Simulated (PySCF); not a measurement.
Input

```
{"job": {"kind": "uv", "xc": "CAM-B3LYP", "basis": "def2-SVPD", "nstates": 8, "ntriplets": 3}, "charge": 0, "multiplicity": 1}
C      2.422878     0.121492     0.735990
C      1.142923     0.312575     0.467513
C      0.564080     0.240231    -0.892884
Se    -0.695139    -1.305171    -1.062834
Si    -2.518496    -0.426171    -0.015452
H      3.137660    -0.088637    -0.042573
H      2.808237     0.174580     1.739777
H      0.441474     0.517869     1.266721
H     -0.020419     1.126597    -1.143669
H      1.328288     0.069920    -1.651226
H     -2.066079     0.716895     0.772688
H     -3.480985     0.017198    -1.020610
H     -3.068810    -1.476894     0.828831
```

Command:

```sh
OMP_NUM_THREADS=1 python probes_run.py task.json out
```

Geometry: GFN2-xTB.

Level of theory: CAM-B3LYP/def2-SVPD, SCF density, gas phase (PySCF).

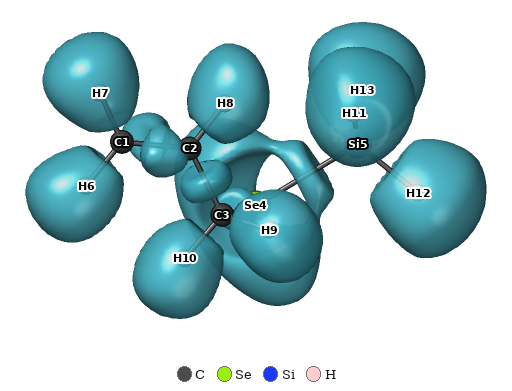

C₃H₈SeSi (SMILES C=CC[Se][SiH3]). Isosurface of the ELF at 0.75 (cyan), seen at a tilt. Only the valence region is drawn (cores and ρ < 0.01 e/Å³ removed).

Q: Identify the bonds, lone pairs and shells in this picture.

A: At this value the surface marks out two regions between bonded C–C atoms (shared pairs), one region between bonded C–Se atoms (shared pairs), eight regions around hydrogen nuclei and one region on Se in which the atom's valence shell and bonds are merged. Along the contacts the grid gives the following. C–C (1.32 Å): the ELF peaks at about 0.95 between the atoms; a multiple bond. C–Se (2.00 Å): the ELF peaks at about 0.90 between the atoms, as expected for localised, covalent bonding.
